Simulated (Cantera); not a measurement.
Feed: 1 mol SiH₂Cl₂, 17 mol N₂, 0.2 mol H₂, held at 133 Pa.

Cantera equilibrium calculation (NASA polynomials, part measured and part estimated; ideal gas, pure solids and liquids). Candidate condensed phases: NH₄Cl, Si, Si₃N₄; 28 gas species. N₂ is the only nitrogen source here; it is nearly inert below about 1500 K, so the nitride shown seldom forms there in practice. The tables' values for SiCl₃ are old estimates; treat these amounts as uncertain. The numbers say what is thermodynamically allowed, not how fast it happens.

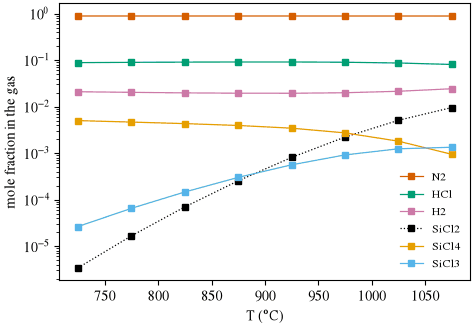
*Equilibrium gas composition (values under 1e-9 drawn at 1e-9)*

From 725 °C to 1075 °C the condensed part is Si₃N₄(s). The main Si-bearing gas is SiCl₄ at 725 °C and SiCl₂ at 1075 °C. The share of Si in condensed phases is highest at 875 °C (91.7 %) and lowest at 1075 °C (78.0 %).
